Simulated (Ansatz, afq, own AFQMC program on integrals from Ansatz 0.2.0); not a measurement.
# AlGeH₂ (doublet): quantum Monte Carlo beside coupled cluster at distance Ge1–Al2 = 3.077 Å, cc-pVDZ, part 1 of 2

How near does AFQMC come to the top of the ladder for AlGeH₂ (doublet)?

The runs use Ansatz 0.2.0, Gaussian basis, and an in-house AFQMC program (afq) on its integrals; all values are calculated; cc-pVDZ, frozen cores.

To be run: PBE (unrestricted); r2SCAN (unrestricted); PBE0 (unrestricted); B3LYP (unrestricted); wB97M-V (unrestricted); B2PLYP (unrestricted); CCSD(T) on UHF; CCSDT(Q) on UHF; Phaseless AFQMC, CISD trial on UHF; Phaseless AFQMC, single-determinant trial on UHF; Free-projection AFQMC, CISD trial on UHF.

3 further runs of the same task are left out: 1 for a known fault of the program, 2 that didn't finish.

## Step 1: The system

The geometry derives from a PBE0/def2-TZVP stationary point (not a proven minimum). One bond is set to the value named and the two fragments are kept rigid. No spin-orbit coupling is included. The filled d shell of Ge may be among the frozen orbitals whatever the setting's name suggests; the logs give the count.

4 atoms, charge 0, spin multiplicity 2.

Atoms are counted from 1 here; the program's logs count them from 0.

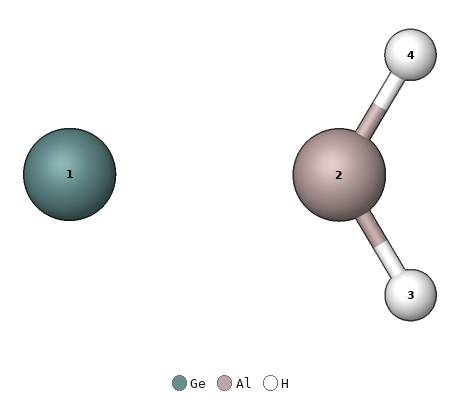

The structure; germanium teal, aluminium light grey, hydrogen white; atoms are numbered from 1 in the order of the file.

## Step 2: PBE (unrestricted)

Contents of in.yaml:

```yaml
crystal:
  periodic: [false, false, false]
  atoms:
    - {symbol: Ge, position_ang: [0.000000, 0.000000, 0.894003]}
    - {symbol: Al, position_ang: [0.000000, 0.000000, -2.182997]}
    - {symbol: H, position_ang: [0.000000, -1.374627, -2.996075]}
    - {symbol: H, position_ang: [0.000000, 1.374627, -2.996075]}
basis:
  gaussian: {orbitals: cc-pVDZ}
magnetization: {spin_polarized: true, initial_magnetization: 1}
hamiltonian: {xc: {name: PBE}}
output: {orbitals: {seedname: orbitals}}
```

The run is started by

```bash
ansatz run in.yaml --threads 1 --pin off --events-out ev --progress --plain --max-ram 1382MiB
```

The log of the run:

```text
Functional definition: PBE
  name "PBE"
  cite "Perdew, Burke & Ernzerhof, Phys. Rev. Lett. 77, 3865 (1996) doi:10.1103/PhysRevLett.77.3865"
  parent pbe
  parameter kappa = 0.804
  parameter beta = 0.06672455060314922
  exchange = pbe_x(kappa = kappa, mu = beta*pi^2/3)
  correlation = pbe_c(beta = beta)
595 factors; integrals over basis functions are off by at most 1.0e-3 eV
mean field evaluation 1: about -63130.3527 eV, gradient 1.1e1 eV
mean field evaluation 2: about -63098.4237 eV, gradient 4.4e1 eV
mean field evaluation 4: about -63131.6791 eV, gradient 2.3e0 eV
mean field evaluation 8: about -63131.7393 eV, gradient 3.5e-2 eV
mean field evaluation 16: about -63131.7393 eV, gradient 3.2e-5 eV
mean field evaluation 32: about -63130.8368 eV, gradient 6.6e-5 eV
mean field evaluation 64: about -63131.3566 eV, gradient 1.3e0 eV
mean field evaluation 96: about -63131.5949 eV, gradient 5.3e-2 eV
mean field -63131.73928538 eV, -2320.0486265078 hartree, gradient 4.8e-6 eV, S^2 0.753650; 14 other end points of the search recorded, 0 dependent functions left out
reference -63131.73932396 eV, -2320.0486279255 hartree; 24, 23 occupied and 31, 32 virtual orbitals, 595 factors
Total energy: -63131.73932396 eV, -2320.0486279255 hartree
```

It took 10 s on 1 thread of Arm Neoverse V2, shared host.

From the report: ⟨S²⟩ of the determinant 0.754 (pure doublet: 0.75).

## Step 3: r2SCAN (unrestricted)

in.yaml: that of step 2 with these lines changed.

```diff
@@ -10,3 +10,2 @@
 magnetization: {spin_polarized: true, initial_magnetization: 1}
-hamiltonian: {xc: {name: PBE}}
-output: {orbitals: {seedname: orbitals}}
+hamiltonian: {xc: {name: r2SCAN}}
```

Same command.

The log of the run:

```text
Functional definition: r2SCAN
  name "r2SCAN"
  cite "Furness, Kaplan, Ning, Perdew & Sun, J. Phys. Chem. Lett. 11, 8208 (2020) doi:10.1021/acs.jpclett.0c02405"
  cite "Furness, Kaplan, Ning, Perdew & Sun, J. Phys. Chem. Lett. 11, 9248 (2020) doi:10.1021/acs.jpclett.0c03077"
  parent r2scan
  parameter k0 = 0.174
  parameter k1 = 0.065
  parameter a1 = 4.9479
  exchange = r2scan_x(k0 = k0, k1 = k1, a1 = a1)
  correlation = r2scan_c
595 factors; integrals over basis functions are off by at most 1.0e-3 eV
mean field evaluation 1: about -63141.9709 eV, gradient 9.0e0 eV
mean field evaluation 2: about -63140.0420 eV, gradient 1.4e1 eV
mean field evaluation 4: about -63142.8797 eV, gradient 1.3e0 eV
mean field evaluation 8: about -63142.8981 eV, gradient 2.4e-2 eV
mean field evaluation 16: about -63142.8981 eV, gradient 3.8e-5 eV
mean field evaluation 32: about -63142.9088 eV, gradient 3.5e-6 eV
mean field evaluation 64: about -63142.2018 eV, gradient 5.3e-2 eV
mean field evaluation 96: about -63142.2774 eV, gradient 6.3e-1 eV
mean field evaluation 128: about -63142.8986 eV, gradient 4.0e-1 eV
mean field -63142.90882302 eV, -2320.4590994450 hartree, gradient 2.0e-6 eV, S^2 0.942234; 18 other end points of the search recorded, 0 dependent functions left out
reference -63142.90883757 eV, -2320.4590999799 hartree; 24, 23 occupied and 31, 32 virtual orbitals, 595 factors
Total energy: -63142.90883757 eV, -2320.4590999799 hartree
```

Wall time 34 s (1 thread of Arm Neoverse V2, shared host).

From the report: ⟨S²⟩ of the determinant 0.942 (pure doublet: 0.75).

## Step 4: PBE0 (unrestricted)

in.yaml: that of step 3 with these lines changed.

```diff
@@ -10,2 +10,3 @@
 magnetization: {spin_polarized: true, initial_magnetization: 1}
-hamiltonian: {xc: {name: r2SCAN}}
+hamiltonian: {xc: {name: PBE0}}
+output: {orbitals: {seedname: orbitals}}
```

Same command.

The log of the run:

```text
Functional definition: PBE0
  name "PBE0"
  cite "Adamo & Barone, J. Chem. Phys. 110, 6158 (1999) doi:10.1063/1.478522"
  cite "Perdew, Burke & Ernzerhof, Phys. Rev. Lett. 77, 3865 (1996) doi:10.1103/PhysRevLett.77.3865"
  parent pbe
  parameter a = 0.25
  parameter kappa = 0.804
  parameter beta = 0.06672455060314922
  exchange = (1 - a)*pbe_x(kappa = kappa, mu = beta*pi^2/3) + a*exact_x
  correlation = pbe_c(beta = beta)
595 factors; integrals over basis functions are off by at most 1.0e-3 eV
mean field evaluation 1: about -63132.9090 eV, gradient 8.3e0 eV
mean field evaluation 2: about -63132.8830 eV, gradient 8.3e0 eV
mean field evaluation 4: about -63133.8172 eV, gradient 3.6e-1 eV
mean field evaluation 8: about -63133.8364 eV, gradient 4.9e-2 eV
mean field evaluation 16: about -63133.8366 eV, gradient 6.0e-5 eV
mean field evaluation 32: about -63133.7347 eV, gradient 8.4e-1 eV
mean field -63133.83658712 eV, -2320.1257009252 hartree, gradient 4.1e-6 eV, S^2 0.755650; 4 other end points of the search recorded, 0 dependent functions left out
reference -63133.83661605 eV, -2320.1257019885 hartree; 24, 23 occupied and 31, 32 virtual orbitals, 595 factors
Total energy: -63133.83661605 eV, -2320.1257019885 hartree
```

Run time: 4.1 s. Hardware: 1 thread of Arm Neoverse V2, shared host.

From the report: ⟨S²⟩ of the determinant 0.756 (pure doublet: 0.75).

## Step 5: B3LYP (unrestricted)

in.yaml: that of step 4 with these lines changed.

```diff
@@ -10,3 +10,2 @@
 magnetization: {spin_polarized: true, initial_magnetization: 1}
-hamiltonian: {xc: {name: PBE0}}
-output: {orbitals: {seedname: orbitals}}
+hamiltonian: {xc: {name: B3LYP}}
```

The command is unchanged.

The log of the run:

```text
Functional definition: B3LYP
  name "B3LYP"
  cite "Stephens, Devlin, Chabalowski & Frisch, J. Phys. Chem. 98, 11623 (1994) doi:10.1021/j100096a001"
  cite "Becke, Phys. Rev. A 38, 3098 (1988) doi:10.1103/PhysRevA.38.3098"
  cite "Lee, Yang & Parr, Phys. Rev. B 37, 785 (1988) doi:10.1103/PhysRevB.37.785"
  cite "Vosko, Wilk & Nusair, Can. J. Phys. 58, 1200 (1980) doi:10.1139/p80-159"
  parameter a0 = 0.2
  parameter ax = 0.72
  parameter ac = 0.81
  exchange = (1 - a0 - ax)*slater_x + ax*b88_x + a0*exact_x
  correlation = (1 - ac)*vwn_rpa_c + ac*lyp_c
595 factors; integrals over basis functions are off by at most 1.0e-3 eV
mean field evaluation 1: about -63145.1717 eV, gradient 9.2e0 eV
mean field evaluation 2: about -63144.9405 eV, gradient 9.4e0 eV
mean field evaluation 4: about -63146.1731 eV, gradient 4.9e-1 eV
mean field evaluation 8: about -63146.1897 eV, gradient 4.2e-2 eV
mean field evaluation 16: about -63146.1898 eV, gradient 1.2e-4 eV
mean field evaluation 32: about -63146.0761 eV, gradient 2.3e-1 eV
mean field -63146.18981513 eV, -2320.5796736813 hartree, gradient 2.5e-6 eV, S^2 0.753423; 6 other end points of the search recorded, 0 dependent functions left out
reference -63146.19005006 eV, -2320.5796823148 hartree; 24, 23 occupied and 31, 32 virtual orbitals, 595 factors
Total energy: -63146.19005006 eV, -2320.5796823148 hartree
```

Wall time 6.5 s (1 thread of Arm Neoverse V2, shared host).

From the report: ⟨S²⟩ of the determinant 0.753 (pure doublet: 0.75).

## Step 6: wB97M-V (unrestricted)

in.yaml: that of step 5 with these lines changed.

```diff
@@ -10,2 +10,3 @@
 magnetization: {spin_polarized: true, initial_magnetization: 1}
-hamiltonian: {xc: {name: B3LYP}}
+hamiltonian: {xc: {name: wB97M-V}}
+output: {orbitals: {seedname: orbitals}}
```

Launched as before.

The log of the run:

```text
Functional definition: wB97M-V
  name "wB97M-V"
  cite "Mardirossian & Head-Gordon, J. Chem. Phys. 144, 214110 (2016) doi:10.1063/1.4952647"
  cite "Becke, J. Chem. Phys. 107, 8554 (1997) doi:10.1063/1.475007"
  cite "Vydrov & Van Voorhis, J. Chem. Phys. 133, 244103 (2010) doi:10.1063/1.3521275"
  # Of w^i u^j: cxij and so on, Table III.
  parameter omega = 0.3/bohr
  parameter cx = 0.15
  parameter cx01 = 1.007
  parameter cx10 = 0.259
  parameter css00 = 0.443
  parameter css04 = -1.437
  parameter css10 = -4.535
  parameter css20 = -3.390
  parameter css43 = 4.278
  parameter cos00 = 1.000
  parameter cos10 = 1.358
  parameter cos20 = 2.924
  parameter cos21 = -8.812
  parameter cos60 = -1.390
  parameter cos61 = 9.142
  parameter b = 6.0
  parameter c = 0.01
  gx(w, u) = 1 - cx + cx01*u + cx10*w
  gss(w, u) = css00 + css04*u^4 + css10*w + css20*w^2 + css43*w^4*u^3
  gos(w, u) = cos00 + cos10*w + (cos20 + cos21*u)*w^2 + (cos60 + cos61*u)*w^6
  exchange = spin_sum(e_x_unif_sr(omega)*gx(b97_w, b97_u_x)) + cx*exact_x_sr(omega) + exact_x_lr(omega)
  correlation = spin_sum(e_c_pw_mod_same_spin*gss(b97_w, b97_u_same))
      + integral(e_c_pw_mod_opposite_spin*gos(b97_w_opposite, b97_u_opposite)) + vv10(b, c)
595 factors; integrals over basis functions are off by at most 1.0e-3 eV
186 factors; integrals over basis functions are off by at most 7.6e-6 eV
mean field evaluation 1: about -63139.5759 eV, gradient 7.2e0 eV
mean field evaluation 2: about -63140.2302 eV, gradient 3.3e0 eV
mean field evaluation 4: about -63140.3498 eV, gradient 2.6e-1 eV
mean field evaluation 8: about -63140.3625 eV, gradient 4.8e-2 eV
mean field evaluation 16: about -63140.3627 eV, gradient 1.9e-4 eV
mean field evaluation 32: about -63140.2380 eV, gradient 7.8e-1 eV
mean field -63140.36273038 eV, -2320.3655322665 hartree, gradient 5.2e-6 eV, S^2 0.754904; 2 other end points of the search recorded, 0 dependent functions left out
reference -63140.36277435 eV, -2320.3655338824 hartree; 24, 23 occupied and 31, 32 virtual orbitals, 595 factors
Total energy: -63140.36277435 eV, -2320.3655338824 hartree
```

Wall time 21 s (1 thread of Arm Neoverse V2, shared host); peak memory 0.26 GiB.

From the report: ⟨S²⟩ of the determinant 0.755 (pure doublet: 0.75).

## Step 7: B2PLYP (unrestricted)

in.yaml: that of step 6 with these lines changed.

```diff
@@ -10,3 +10,3 @@
 magnetization: {spin_polarized: true, initial_magnetization: 1}
-hamiltonian: {xc: {name: wB97M-V}}
-output: {orbitals: {seedname: orbitals}}
+hamiltonian: {xc: {name: B2PLYP}}
+correlation: {electrons: outside_noble_gas}
```

Same command.

The log of the run:

```text
Functional definition: B2PLYP
  name "B2PLYP"
  cite "Grimme, J. Chem. Phys. 124, 034108 (2006) doi:10.1063/1.2148954"
  cite "Becke, Phys. Rev. A 38, 3098 (1988) doi:10.1103/PhysRevA.38.3098"
  cite "Lee, Yang & Parr, Phys. Rev. B 37, 785 (1988) doi:10.1103/PhysRevB.37.785"
  parameter a = 0.53
  parameter c = 0.27
  exchange = (1 - a)*b88_x + a*exact_x
  correlation = (1 - c)*lyp_c + c*(mp2_os + mp2_ss)
595 factors; integrals over basis functions are off by at most 1.0e-3 eV
mean field evaluation 1: about -63127.5306 eV, gradient 7.2e0 eV
mean field evaluation 2: about -63127.5308 eV, gradient 7.2e0 eV
mean field evaluation 4: about -63128.3331 eV, gradient 8.6e-1 eV
mean field evaluation 8: about -63128.3503 eV, gradient 5.7e-2 eV
mean field evaluation 16: about -63128.3508 eV, gradient 3.6e-5 eV
mean field evaluation 32: about -63127.8958 eV, gradient 2.7e0 eV
mean field -63128.35076048 eV, -2319.9241005146 hartree, gradient 1.9e-6 eV, S^2 0.757956; 6 other end points of the search recorded, 0 dependent functions left out
19 core orbitals not correlated: weight in the atoms' cores, before any rotation towards them, 1.000 or more for the frozen orbitals, at most 0.000 for the correlated occupied ones
reference -63128.35090941 eV, -2319.9241059877 hartree; 5, 4 occupied and 31, 32 virtual orbitals, 595 factors
second order -4.17934635 eV of doubles, -0.00000000 eV of singles
Total energy: -63129.47933292 eV, -2319.9655747870 hartree
```

Wall time 5.5 s (1 thread of Arm Neoverse V2, shared host).

From the report: ⟨S²⟩ of the determinant 0.758 (pure doublet: 0.75).

## Step 8: CCSD(T) on UHF

in.yaml: that of step 7 with these lines changed.

```diff
@@ -10,3 +10,2 @@
 magnetization: {spin_polarized: true, initial_magnetization: 1}
-hamiltonian: {xc: {name: B2PLYP}}
-correlation: {electrons: outside_noble_gas}
+correlation: {method: ccsd_t, electrons: outside_noble_gas, hamiltonian_folder: ham}
```

Launched as before.

The log of the run:

```text
Functional definition: HF
  name "HF"
  cite "Fock, Z. Phys. 61, 126 (1930) doi:10.1007/BF01340294"
  parent pbe
  exchange = exact_x
  correlation = 0
595 factors; integrals over basis functions are off by at most 1.0e-3 eV
mean field evaluation 1: about -63084.1974 eV, gradient 7.6e0 eV
mean field evaluation 2: about -63084.1988 eV, gradient 7.6e0 eV
mean field evaluation 4: about -63085.3366 eV, gradient 1.1e0 eV
mean field evaluation 8: about -63085.3768 eV, gradient 6.4e-2 eV
mean field evaluation 16: about -63085.3897 eV, gradient 6.2e-3 eV
mean field evaluation 32: about -63085.3768 eV, gradient 2.2e-2 eV
mean field evaluation 64: about -63084.9384 eV, gradient 1.5e-5 eV
mean field evaluation 96: about -63085.3194 eV, gradient 1.1e0 eV
mean field evaluation 128: about -63084.8217 eV, gradient 5.3e-1 eV
mean field evaluation 160: about -63085.2884 eV, gradient 4.0e-2 eV
mean field evaluation 192: about -63085.3895 eV, gradient 5.5e-2 eV
mean field evaluation 224: about -63084.9384 eV, gradient 2.6e-2 eV
mean field evaluation 256: about -63081.3220 eV, gradient 8.1e0 eV
mean field evaluation 288: about -63083.3118 eV, gradient 1.8e0 eV
mean field evaluation 320: about -63083.5899 eV, gradient 3.4e-1 eV
mean field evaluation 352: about -63083.1988 eV, gradient 2.9e0 eV
mean field evaluation 384: about -63083.7578 eV, gradient 3.0e0 eV
mean field evaluation 416: about -63082.2499 eV, gradient 1.3e0 eV
mean field evaluation 448: about -63083.6446 eV, gradient 1.7e0 eV
mean field evaluation 480: about -63082.3197 eV, gradient 4.3e-1 eV
mean field evaluation 512: about -63082.5467 eV, gradient 2.5e-1 eV
mean field evaluation 544: about -63084.9367 eV, gradient 1.9e-1 eV
mean field evaluation 576: about -63084.7388 eV, gradient 2.5e-4 eV
mean field evaluation 608: about -63082.6948 eV, gradient 6.9e0 eV
mean field evaluation 640: about -63082.0051 eV, gradient 1.1e-3 eV
mean field evaluation 672: about -63082.4428 eV, gradient 8.0e-4 eV
mean field evaluation 704: about -63082.5069 eV, gradient 2.5e0 eV
mean field evaluation 736: about -63081.6192 eV, gradient 2.6e0 eV
mean field evaluation 768: about -63085.3769 eV, gradient 5.8e-6 eV
mean field evaluation 800: about -63084.7737 eV, gradient 1.8e-3 eV
mean field evaluation 832: about -63083.3292 eV, gradient 1.7e0 eV
mean field evaluation 864: about -63083.5788 eV, gradient 2.5e-1 eV
mean field evaluation 896: about -63084.9384 eV, gradient 2.1e-6 eV
mean field evaluation 928: about -63082.0265 eV, gradient 9.5e-4 eV
mean field -63085.38971188 eV, -2318.3453110988 hartree, gradient 5.6e-8 eV, S^2 0.982535; 36 other end points of the search recorded, 0 dependent functions left out
determinant -63085.38971188 eV, -2318.3453110988 hartree, with singles and doubles -63089.59138311 eV, -2318.4997196684 hartree
determinant -63085.28791649 eV, -2318.3415701872 hartree, with singles and doubles -63089.51322185 eV, -2318.4968472949 hartree
determinant -63084.93841796 eV, -2318.3287263529 hartree, with singles and doubles -63088.72668336 eV, -2318.4679425385 hartree
determinant -63084.77367063 eV, -2318.3226720003 hartree, with singles and doubles -63088.63698654 eV, -2318.4646462412 hartree
determinant -63084.73882207 eV, -2318.3213913394 hartree, with singles and doubles -63088.62546680 eV, -2318.4642228986 hartree
determinant -63083.78416299 eV, -2318.2863082651 hartree, with singles and doubles -63088.07216135 eV, -2318.4438892986 hartree
determinant -63083.41664954 eV, -2318.2728023952 hartree, with singles and doubles -63087.60697231 eV, -2318.4267939165 hartree
determinant -63082.82221410 eV, -2318.2509572954 hartree, with singles and doubles -63086.71041657 eV, -2318.3938461006 hartree
determinant -63082.62190988 eV, -2318.2435962512 hartree, with singles and doubles -63086.41587490 eV, -2318.3830218942 hartree
determinant -63082.54371696 eV, -2318.2407227144 hartree, with singles and doubles -63086.30796927 eV, -2318.3790564354 hartree
determinant -63082.47897980 eV, -2318.2383436676 hartree, with singles and doubles -63086.46600764 eV, -2318.3848642381 hartree
determinant -63082.44282390 eV, -2318.2370149628 hartree, with singles and doubles -63086.72248419 eV, -2318.3942895777 hartree
determinant -63082.32578629 eV, -2318.2327139100 hartree, with singles and doubles -63086.45951710 eV, -2318.3846257153 hartree
determinant -63082.28743315 eV, -2318.2313044579 hartree, with singles and doubles -63086.53570756 eV, -2318.3874256632 hartree
determinant -63082.15381278 eV, -2318.2263940000 hartree, with singles and doubles -63087.01879462 eV, -2318.4051787850 hartree
determinant -63082.02651430 eV, -2318.2217158674 hartree, with singles and doubles -63086.42925283 eV, -2318.3835135240 hartree
determinant -63082.00505948 eV, -2318.2209274173 hartree, with singles and doubles -63086.57707020 eV, -2318.3889457120 hartree
determinant -63081.89721892 eV, -2318.2169643496 hartree, with singles and doubles -63086.34562071 eV, -2318.3804401002 hartree
determinant -63085.38971188 eV, -2318.3453110988 hartree, with singles and doubles -63089.61454340 eV, -2318.5005707932 hartree
determinant -63085.28791649 eV, -2318.3415701872 hartree, with singles and doubles -63089.51379810 eV, -2318.4968684718 hartree
determinant -63085.37687586 eV, -2318.3448393835 hartree, with singles and doubles -63089.61860978 eV, -2318.5007202301 hartree
determinant -63085.37687586 eV, -2318.3448393835 hartree, with singles and doubles -63089.61919078 eV, -2318.5007415814 hartree
19 core orbitals not correlated: weight in the atoms' cores, before any rotation towards them, 1.000 or more for the frozen orbitals, at most 0.000 for the correlated occupied ones
reference -63085.37687586 eV, -2318.3448393835 hartree; 5, 4 occupied and 31, 32 virtual orbitals, 595 factors
second order -3.19190630 eV of doubles, -0.00000000 eV of singles
cycle   1  -4.24231047 eV  change    4.5e-6 eV  update   3.0e-6
perturbative correction -0.11276014 eV, -0.0041438588 hartree
Total energy: -63089.73194647 eV, -2318.5048852766 hartree
```

Run time: 26 s. Hardware: 1 thread of Arm Neoverse V2, shared host.

From the report: ⟨S²⟩ of the determinant 0.793 (pure doublet: 0.75); correlation -4.3551 eV; T1 0.024; largest double amplitude 0.12.

This run also writes the integrals to the folder ham.

(Continued in part 2 of 2.)
